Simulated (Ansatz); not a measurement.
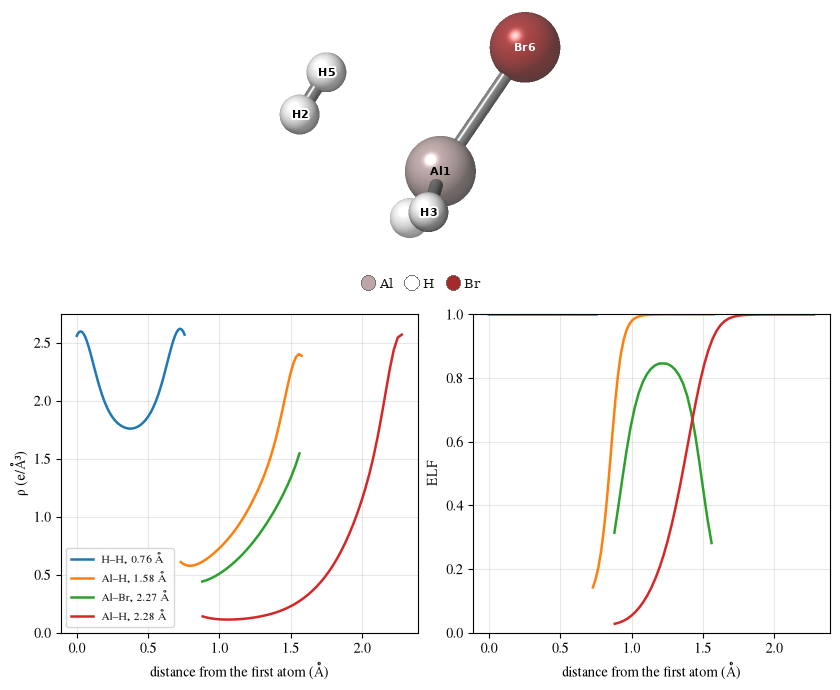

Figure. AlBrH2···H2. Electron density and electron localisation function along straight lines between neighbouring atoms. The curves leave out the atomic cores. The structure is drawn too.

The product side of a reaction path; geometry: PBE0-D4/def2-TZVP.

These are results of Ansatz, RKS PBE0-D4/def2-TZVPP, not measurements.

| atom | x (Å) | y (Å) | z (Å) |
| --- | --- | --- | --- |
| Al | -0.6318 | -0.3204 | -0.1364 |
| H | 1.6134 | -0.0700 | 0.2657 |
| H | -0.2570 | -0.9116 | -1.5486 |
| H | -0.7190 | -1.1664 | 1.1907 |
| H | 1.3844 | 0.6496 | 0.2939 |
| Br | -1.3900 | 1.8188 | -0.0652 |

What can be read from the curves?

Answer. H–H (0.76 Å): ρ is about 1.8 e/Å³ halfway; the ELF peaks at about 1 between the atoms.
Al–H (1.58 Å): the density is about 0.58 e/Å³ at the midpoint; the ELF climbs to about 1 towards the hydrogen.
Al–Br (2.27 Å): ρ at the midpoint is about 0.64 e/Å³; the ELF peaks at about 0.85 in the valence shell of Br, 1.1 Å from its nucleus, and is about 0.85 at the midpoint.
Al1···H5 (2.28 Å): the density falls to about 0.11 e/Å³ on the way; the ELF climbs to about 1 towards the hydrogen.
